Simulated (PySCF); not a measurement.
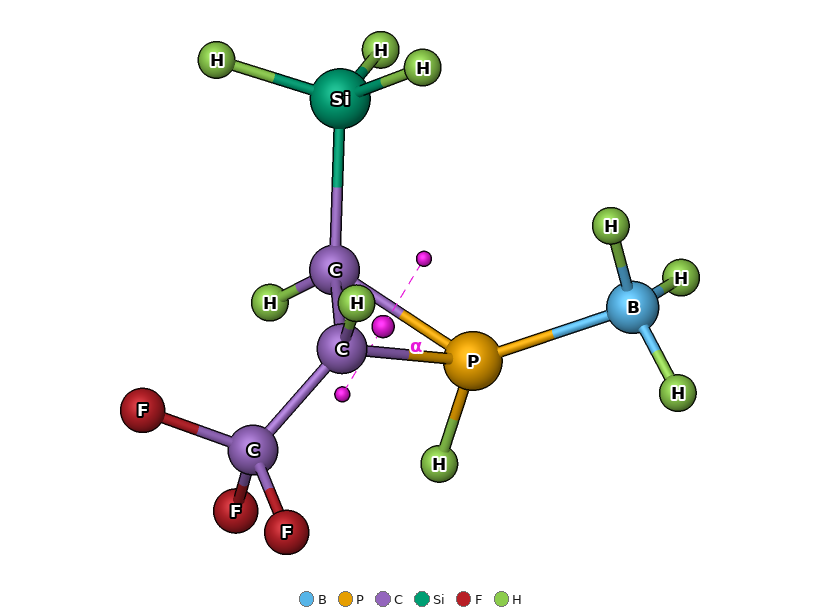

The small points mark where nucleus-independent chemical shifts (NICS) were computed: at the centre of each lettered ring and 1 Å above and below it. The computed structure is the end point of a GFN2-xTB optimisation. No frequency run is at hand to confirm it as a minimum. Level of theory: GIAO PBE0/pcSseg-1 NMR shielding, non-relativistic, gas phase (PySCF 2.14.0).

Give NICS(0), NICS(1) and the out-of-plane component NICS(1)zz for each ring (means of the two sides).

```json
{"ring": "α", "members": "C2P", "NICS(0)": "−37.3", "NICS(1)": "−9.3", "NICS(1)zz": "−21.2"}
```

Values in ppm.

The geometry is semi-empirical. Around B, P, Si such bond lengths and angles can be off by a tenth of an ångström or more and by several degrees, and values that hang on the shape move with them.
